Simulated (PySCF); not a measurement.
## A study: Sn(GeH3)H3 (GeH$_{6}$Sn)

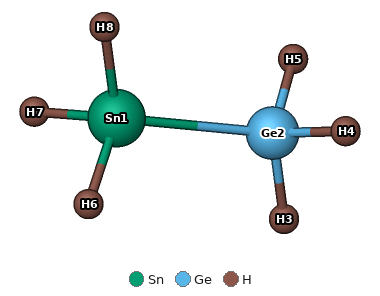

The molecule, with its atoms numbered as below. No frequency check shows the geometry to be a minimum.

Cartesian coordinates (Å):

```
Sn1     -1.0096    0.0000    0.0000
Ge2      1.5369    0.0000    0.0000
H3       2.1081    0.8474   -1.0903
H4       2.1081   -1.3680   -0.1888
H5       2.1081    0.5205    1.2791
H6      -1.6756   -0.4582   -1.4556
H7      -1.6755    1.4898    0.3309
H8      -1.6756   -1.0314    1.1247
```

### 1. Bonding charge

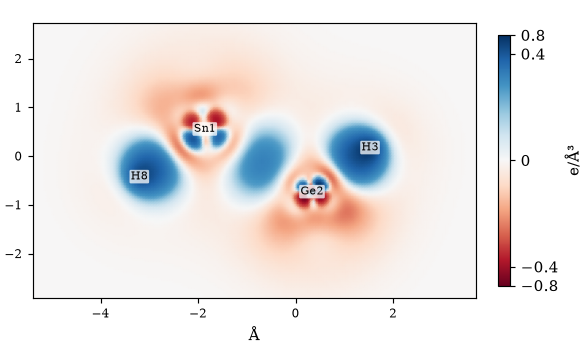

Deformation density (molecule less spherical, spin-averaged free atoms) in the plane of Sn1, Ge2, H3 and H8; colour scale in e/Å³, logarithmic beyond ±0.1; blue: gain, red: loss.

PySCF calculation, B3LYP/def2-TZVP, gas phase; geometry: GFN2-xTB. Core potentials replace the inner electrons of Sn; spin–orbit coupling isn't included.

Question: How much density has each bond in this plane gained at its critical point, relative to the free atoms?

Answer: Ge2–H3: +0.26 e/Å³ at the bond critical point (bond length 1.49 Å, Mayer order 0.9). Sn1–H8: +0.22 e/Å³ at the bond critical point (bond length 1.67 Å, Mayer order 0.9). Sn1–Ge2: +0.17 e/Å³ at the bond critical point (bond length 2.55 Å, Mayer order 0.9). In all, 1.7 electrons gather in the regions of gain relative to the promolecule.

Question: Where do the Hirshfeld charges lie?

Answer: The highest Hirshfeld charge is on Sn1 (+0.32 e), the lowest on H6, H7 and H8 (−0.10 e).

```csv
atom,charge (e)
Sn1,+0.32
Ge2,+0.19
H3,−0.07
H4,−0.07
H5,−0.07
H6,−0.10
H7,−0.10
H8,−0.10
```

### 2. Bond critical points

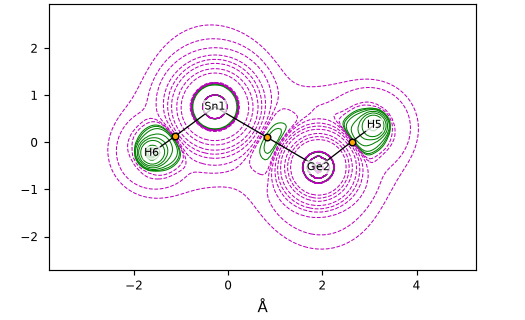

Negative Laplacian of the density (−∇²ρ) in the plane of Sn1, Ge2, H5 and H6 (solid green lines positive, dashed magenta lines negative, contours at ±0.02 to ±8 a.u.), with bond paths and bond critical points (dots).

Question: At which bond critical points in this plane is charge locally concentrated, and at which depleted?

Answer: Concentrated (∇²ρ < 0): Sn1–Ge2 (−0.04 a.u.). Depleted (∇²ρ > 0): Ge2–H5 (+0.10 a.u., H = −0.084); Sn1–H6 (+0.10 a.u., H = −0.065).

Question: Where along Sn1–H6 does the critical point lie?

Answer: 1.06 Å from Sn1 and 0.61 Å from H6.

### 3. Local ionisation energy

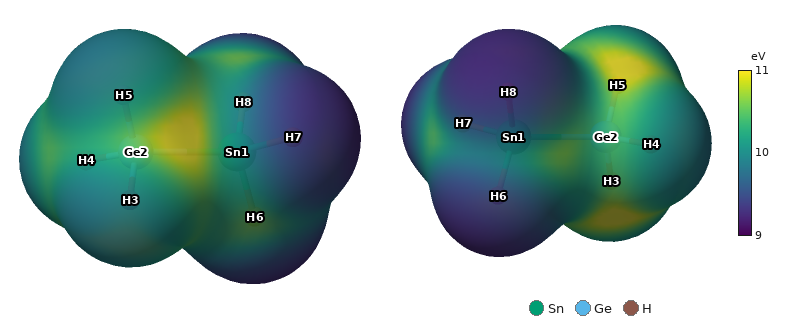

Average local ionisation energy on the surface of electron density 0.001 a.u. (back view left, front view right).

Question: Locate the minima of the map.

Answer: The lowest value is 9.2 eV, 1.5 Å from H7, and at like points elsewhere. Further minima include 9.8 eV, 1.5 Å from H4, and at like points elsewhere. For comparison, the highest occupied orbital lies at −8.0 eV.

The PySCF run shown took 16 s on 1 thread of Arm Neoverse V1, with other jobs on the host.
